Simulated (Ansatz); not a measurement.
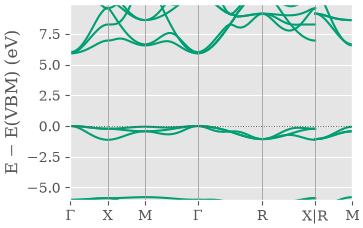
Fig. 1. Band structure from the program Ansatz at the r²SCAN level (PAW)

Question: Read off the gap and where the band edges lie.

Answer: About 5.9 eV (5.91 eV by a search for the band edges); maximum at Γ, minimum at Γ.

Question: Pick the material that matches.
A) CO2, Pa-3 (C on 4a, O on 8c)
B) C, Pn-3m (C on 2a, C on 8e)
C) CsCl, CsCl type
D) ScF3, ReO3 type

Answer: C, CsCl, CsCl type

Space group Pm-3m (CsCl type). Symmetry was held in the r²SCAN relaxation. Spin–orbit coupling is left out wherever it is not named.

Potentials: the earlier of the program's two PAW sets.
